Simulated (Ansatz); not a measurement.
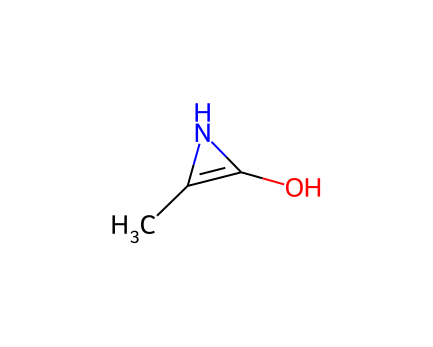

Write the SMILES.

Answer. CC1=C(O)N1

Give the formula, hydrogens included.

Answer. C3H5NO.

An optimisation with PBE0-D4/def2-TZVP gave a structure of which point group?

Answer. C1.

The parts below concern this one geometry. Atoms keep their numbers from picture to picture. Computed geometry: PBE0-D4/def2-TZVP optimisation.

## Electronic properties

Level of theory: RKS r2SCAN0-D4/def2-TZVPP (Ansatz 0.2.0).

What does the calculation give?

- HOMO energy (Kohn–Sham orbital): −5.59 eV
- LUMO energy (Kohn–Sham orbital): 1.23 eV
- HOMO–LUMO gap: 6.82 eV
- dispersion correction: −4.5 kJ/mol

## Thermal motion

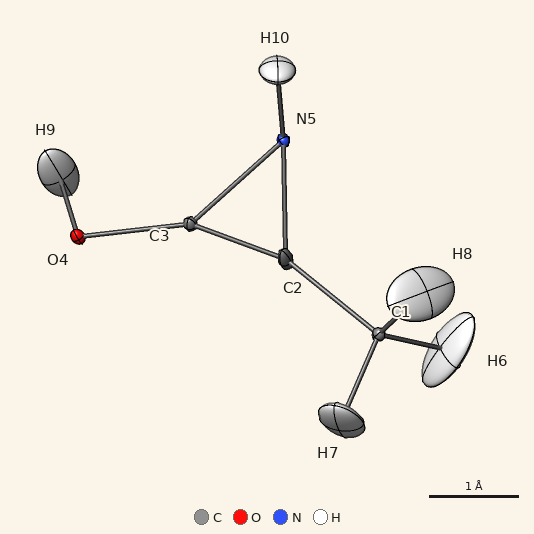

Displacement ellipsoids at the 50 % level, from the internal vibrations of the free molecule (harmonic, no overall translation or rotation; no half-axis is drawn under 0.075 Å). Vibrations computed with RKS PBE0-D4/def2-TZVP (Ansatz 0.2.0). Temperature: 298 K.

Which atom has the largest mean-square displacement?

Answer. H6, with U_eq = 0.0518 Å².

Does H6 move more along its bond or across it?

Answer. Across it: the root-mean-square amplitude is 0.083 Å along the bond and up to 0.336 Å across, since bending and torsion are softer than stretching.

Give the displacement parameters, one line for each set of equivalent atoms.

```tsv
atom	U_eq (Å²)	rms amplitudes (Å)
C1	0.0023	0.037, 0.045, 0.059
C2	0.0073	0.030, 0.058, 0.132
C3	0.0025	0.030, 0.043, 0.069
O4	0.0024	0.032, 0.045, 0.065
N5	0.0021	0.039, 0.043, 0.053
H6	0.0518	0.079, 0.191, 0.336
H7	0.0395	0.081, 0.166, 0.291
H8	0.0486	0.083, 0.192, 0.320
H9	0.0362	0.077, 0.137, 0.290
H10	0.0166	0.080, 0.132, 0.161
```

## Charges

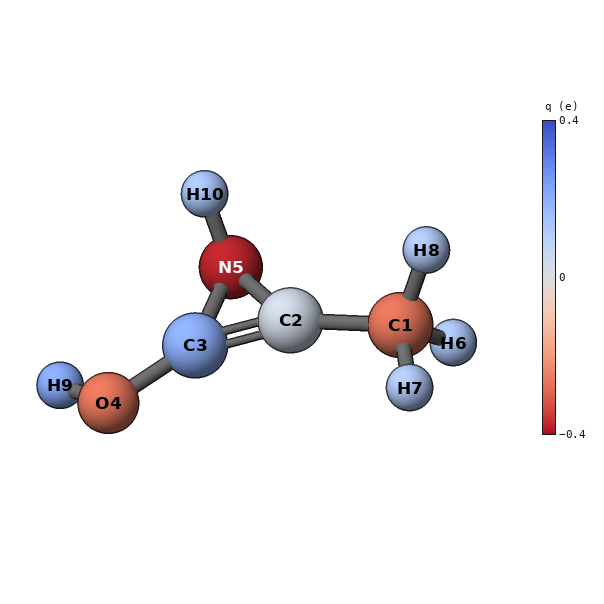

Atoms are coloured by their Mulliken charges. Properties computed with RKS ωB97M-V/def2-TZVPP (Ansatz 0.2.0).

Which atom carries the highest charge (most positive or least negative)?

Answer. H9 (0.20 e).

And the lowest?

Answer. N5 (−0.37 e).

List the Mulliken charges.

| atom | value (e) |
| --- | --- |
| C1 | −0.26 |
| C2 | 0.03 |
| C3 | 0.19 |
| O4 | −0.26 |
| N5 | −0.37 |
| H6 | 0.12 |
| H7 | 0.11 |
| H8 | 0.11 |
| H9 | 0.20 |
| H10 | 0.13 |

Mulliken values depend strongly on the basis set and can even reverse the polarity of a bond.
